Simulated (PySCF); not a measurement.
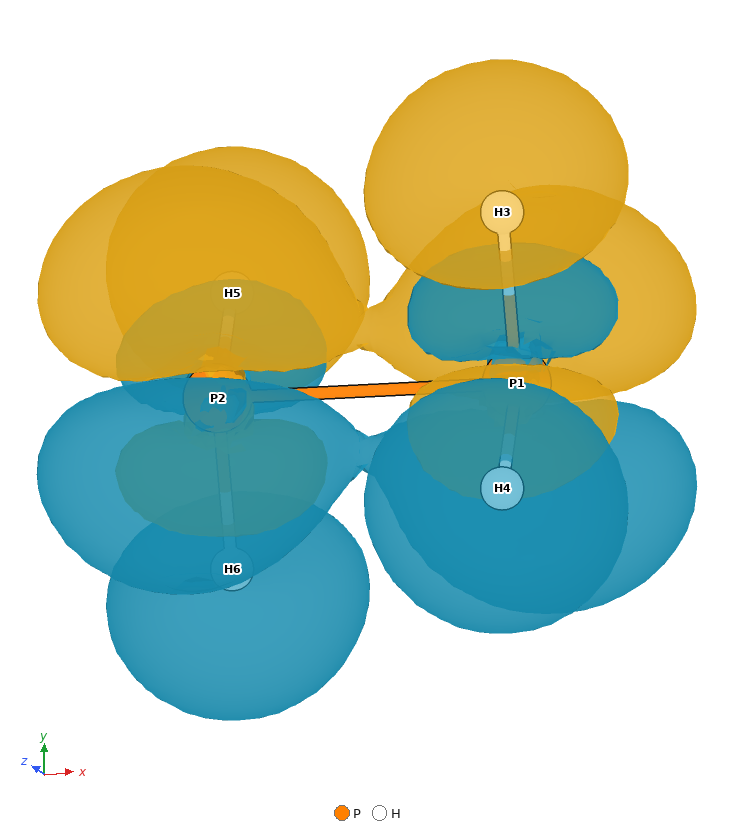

H4P2, SMILES `PP`. Change of the electron density in a uniform field of 0.21 V/Å, surfaces at ±0.001 e/Å³ (yellow: gain, teal: loss).

Level of theory: TPSSh/6-31+G* (PySCF), at a geometry from GFN2-xTB. No frequency check shows the geometry to be a minimum. The basis has diffuse s and p functions alone, which still leaves polarisabilities too small, most of all across bonds. GFN2-xTB bond lengths at metals and heavier atoms can be off by up to 0.1 Å and shapes distorted, which carries into these values.

**Along which Cartesian direction does the field point?**

Along −y: electrons gather on the +y side, against the field.

**What dipole is induced, and what polarisability does it imply?**

The induced dipole is 0.41 D (along the field); α along this axis, from the fields in both directions, is 40 bohr³ (5.9 Å³).

**Which atoms gain and lose the most charge?**

Electrons gather most on H3 and H5 alike (Hirshfeld charge changes by −0.008 e) and leave H4 and H6 alike most (+0.008 e); 0.045 electrons are displaced in all.
